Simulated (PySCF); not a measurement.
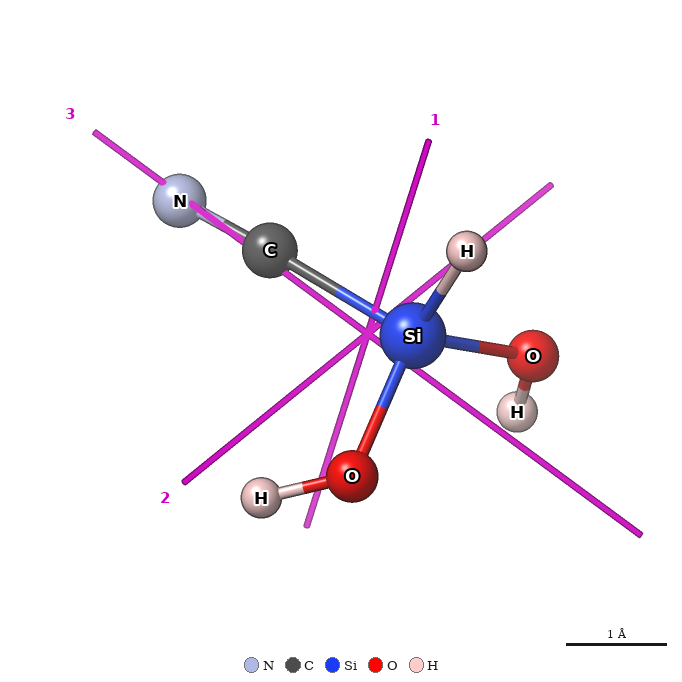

The three principal axes of inertia are drawn and numbered. Distant atoms are faded towards the background colour. The geometry was computed by an optimisation with PBE0-D3(BJ)/def2-SVP. No frequency run is at hand to confirm it as a minimum. Masses are those of the most abundant isotopes; constants are for the rigid equilibrium geometry.

### Which line is the a axis (least moment of inertia), which b and which c?

a is line 3, b is line 2, c is line 1; the moments are 78.8, 169, 223 u Å².

### Classify the rotor and give the rotational constants (GHz).

An asymmetric top (C1): A = 6.42, B = 2.99, C = 2.27 GHz. Ray's parameter κ is −0.65, nearer the prolate limit.
